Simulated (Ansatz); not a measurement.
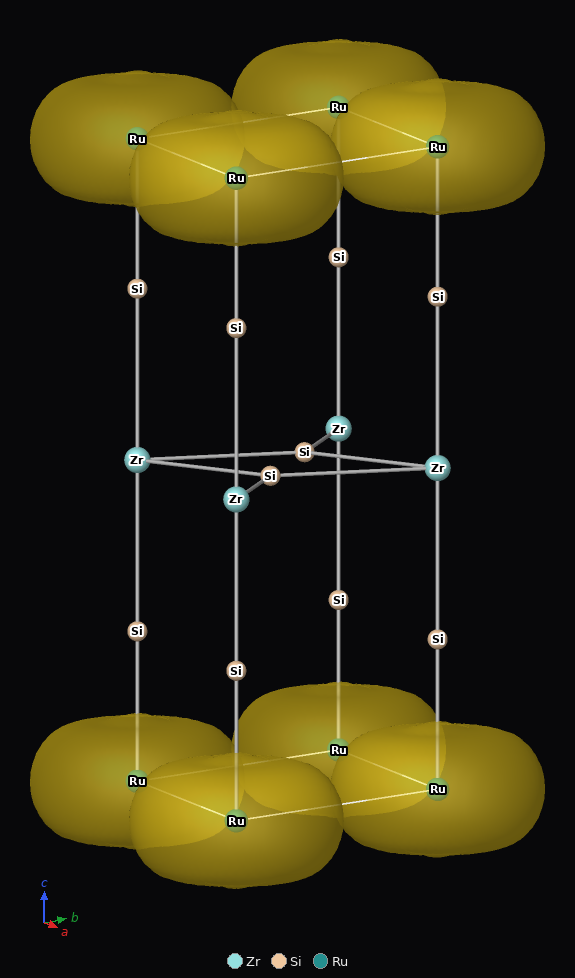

ZrSi4Ru. Isosurfaces of the spin density (up minus down) at +0.02 (yellow) and −0.02 e/Å³ (cyan), seen slightly off an axis. Sticks mark near contacts.

Space group P6/mmm; a structure generated by program, which may or may not match a known phase; spin-polarised.

Level of theory: Ansatz, DFT PBE, scalar-relativistic, plane waves, PAW.

The density is the valence pseudo-density of a PAW calculation; it isn't the true density close to the nuclei.

```xyz
6
Lattice="4.6113 0.0000 0.0000 -2.3057 3.9935 0.0000 0.0000 0.0000 9.7730" Properties=species:S:1:pos:R:3 pbc="T T T"
Zr    0.0000    0.0000    4.8865
Si    0.0000    2.6624    4.8865
Si    2.3057    1.3312    4.8865
Si    0.0000    0.0000    2.2804
Si    0.0000    0.0000    7.4925
Ru    0.0000    0.0000    0.0000
```

**Describe the spin distribution.**

The spin density sits on Ru: +1.4 μB in one cell of 6 atoms, with smaller moments on other sites: Zr (up to +0.06 μB) and Si (up to −0.05 μB): parallel moments, as they must be, since the calculation's own cell holds one magnetic site. The cell of the calculation (6 atoms) carries 1.7 μB of net spin moment. Only one sign reaches the isovalue.
